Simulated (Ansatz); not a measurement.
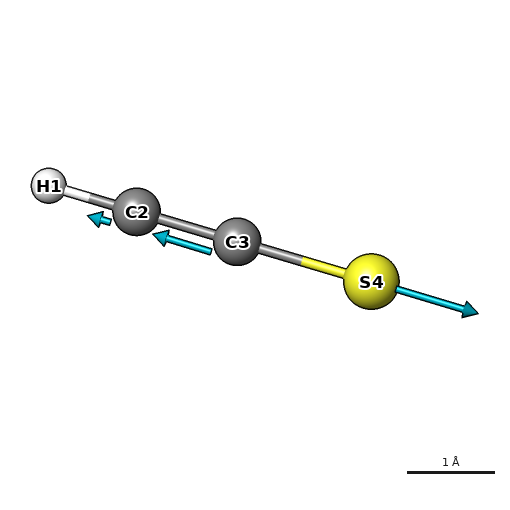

Arrows show the forces on the atoms, 3 Å of arrow for 1 eV/Å; forces under a tenth of the largest aren't drawn. State: neutral, doublet. Level of theory: UHF/def2-SVP (Ansatz).

> On which atom is the force largest, and how large is it?

On S4: 0.34 eV/Å.

> Along which bond is the force strongest?

C3–S4, now 1.626 Å: the forces push its atoms apart, so a first step downhill lengthens it.

List the force components in the frame of the picture (x right, y up, z towards the viewer), in eV/Å.

```
atom     Fx     Fy     Fz
  H1   0.00   0.00   0.00
  C2  −0.09   0.03  −0.01
  C3  −0.23   0.07  −0.03
  S4   0.32  −0.10   0.04
```
